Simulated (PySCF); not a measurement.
SMILES C#N (CHN) at its B3LYP/def2-SVP optimised geometry (Å):

```
3

C     -0.0381    -0.0001     0.0000
N      1.1172    -0.0001     0.0000
H     -1.1172     0.0001     0.0001
```

Computed with PySCF with B3LYP/def2-TZVP.

Map of the Laplacian of the electron density (e/bohr⁵) on the plane z = 1.2 Å:

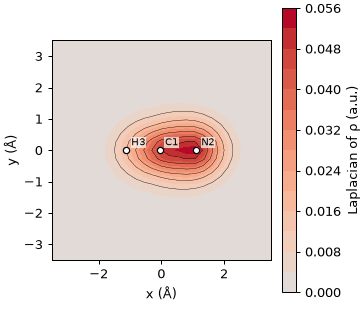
Laplacian of the electron density (e/bohr⁵) on the plane z = 1.2 Å.
